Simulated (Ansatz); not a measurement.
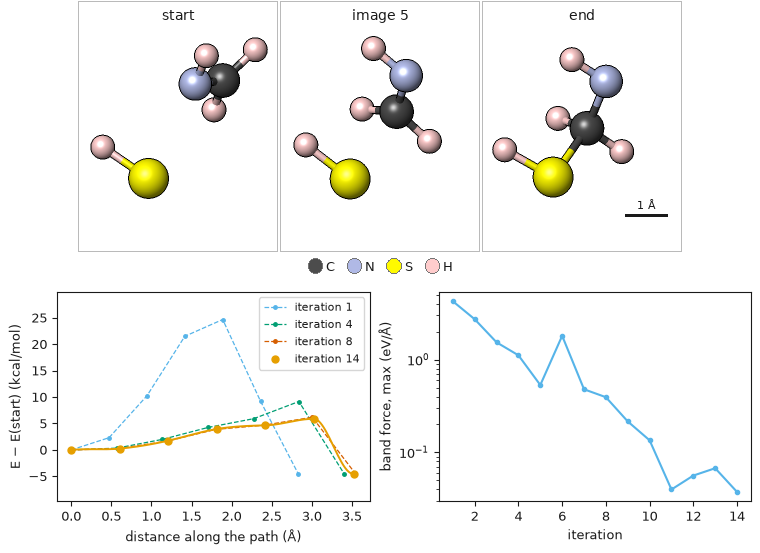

NEB run on CH$_{4}$NS (multiplicity 2), made up of CH$_{3}$N and HS. Images are numbered from 0 (start) to 6 (end). The plot follows the band through its iterations. A ball-and-stick model, seen from a free direction.

Method: Ansatz 0.2.0, UKS PBE0-D4/def2-SVP.

Input
```yaml
crystal:
  periodic: [false, false, false]
  atoms:
    - {symbol: C, position_ang: [0.601798, -0.967289, 0.025007]}
    - {symbol: N, position_ang: [0.262478, 0.170090, 0.442522]}
    - {symbol: S, position_ang: [-1.926756, 1.203275, -0.513582]}
    - {symbol: H, position_ang: [0.212441, -1.306836, -0.934875]}
    - {symbol: H, position_ang: [1.265541, -1.646672, 0.568621]}
    - {symbol: H, position_ang: [0.647921, 0.410855, 1.354392]}
    - {symbol: H, position_ang: [-1.063423, 2.136479, -0.942084]}
basis:
  gaussian: {orbitals: def2-SVP}
magnetization: {spin_polarized: true, initial_magnetization: 1}
hamiltonian: {xc: pbe0, dispersion: d4}
neb:
  images: 5
  climbing: true
  max_iterations: 40
  initial_path: idpp
  final_atoms:
    - {symbol: C, position_ang: [0.088613, -0.537988, -0.143201]}
    - {symbol: N, position_ang: [0.088521, -0.444335, 1.273115]}
    - {symbol: S, position_ang: [-1.122808, 0.645487, -0.846043]}
    - {symbol: H, position_ang: [-0.268414, -1.517892, -0.465132]}
    - {symbol: H, position_ang: [1.063858, -0.346130, -0.604248]}
    - {symbol: H, position_ang: [0.502733, 0.460985, 1.515627]}
    - {symbol: H, position_ang: [-0.352503, 1.739774, -0.730118]}
```

Command:
```bash
ansatz run in.yaml --threads 2 --pin off --events-out ev --progress --plain --max-ram 4352MiB
```

Did the band converge, and can the barrier be trusted?

The run is converged, with reservations. The band converged in 14 iterations. The largest component of the band force went from 4.3 to 0.037 eV/Å. The climbing image converged on the top of the path. Its curvatures weren't checked. The largest force component is 0.32 eV/Å at the start and 0.32 eV/Å at the end; an end with forces this large is no minimum, and the barrier measured from it can be far off. The first iteration put the highest image at 24.7 kcal/mol. Forward barrier 5.9 kcal/mol, backward barrier 10.4 kcal/mol, with image 5 at the top; the reaction energy is −4.5 kcal/mol.

Limits of the set-up: the start holds two separate molecules, 2.6 Å apart at their closest, whose relative position is a soft coordinate.
